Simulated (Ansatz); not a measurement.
```
Al O
1.0
     2.88639    0.00000    0.00000
    -1.44320    2.49969    0.00000
     0.00000    0.00000   14.48804
Al O
6 1
Cartesian
  0.0000 1.6665 1.0063
  0.0000 0.0000 12.4856
  1.4432 0.8332 10.1302
  0.0000 0.0000 5.5279
  0.0000 1.6665 7.8350
  1.4432 0.8332 3.2466
  0.0000 0.0000 0.0594
```

Space group P3m1; a generated structure, not necessarily the stable one.

The calculation used DFT PBE, scalar-relativistic, plane waves, PAW (Ansatz).

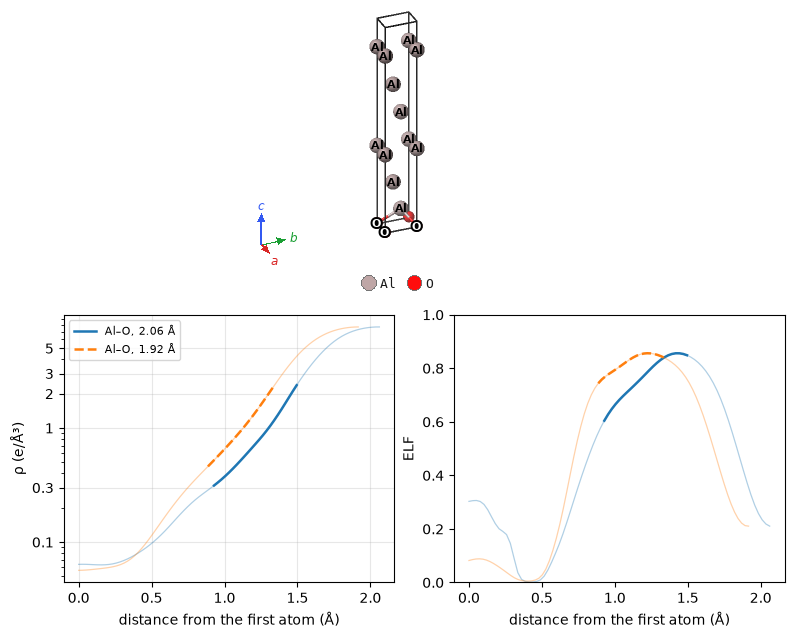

Al6O. Valence pseudo-density and electron localisation function along straight lines between neighbouring atoms. Thin, pale parts lie inside the atomic spheres. The structure is drawn too.

Core electrons are frozen (PAW), and the valence fields are smoothed inside the atomic spheres.

Compare the contacts.

Answer. Al–O (2.06 Å): the density is about 0.41 e/Å³ at the midpoint; the ELF peaks at about 0.85 in the valence shell of O, 0.6 Å from its nucleus, and is about 0.70 at the midpoint.
Al–O (1.92 Å): ρ at the midpoint is about 0.57 e/Å³; the ELF peaks at about 0.85 in the valence shell of O, 0.7 Å from its nucleus, and is about 0.80 at the midpoint.
